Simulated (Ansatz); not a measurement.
```sh
ansatz run in.yaml --threads 2 --pin off --events-out ev --progress --plain --max-ram 4352MiB
```

```yaml
crystal:
  periodic: [false, false, false]
  atoms:
    - {symbol: Si, position_ang: [-0.528226, 0.114142, -0.419232]}
    - {symbol: Si, position_ang: [0.473967, -1.655113, 0.528254]}
    - {symbol: Br, position_ang: [1.538986, 0.639069, 1.030015]}
    - {symbol: H, position_ang: [1.157357, 1.133716, 2.357277]}
basis:
  gaussian: {orbitals: def2-TZVPP}
hamiltonian: {xc: {name: B3LYP}, dispersion: d4}
```

What structure does this define?

Formula BrHSi₂. This geometry has Cs symmetry. Coordination, clear cases only: 1 Br trigonal pyramidal.

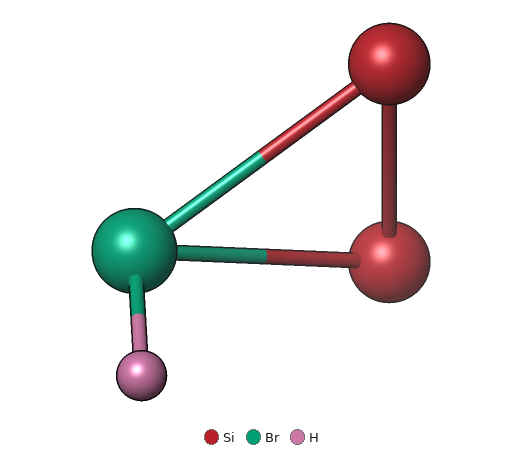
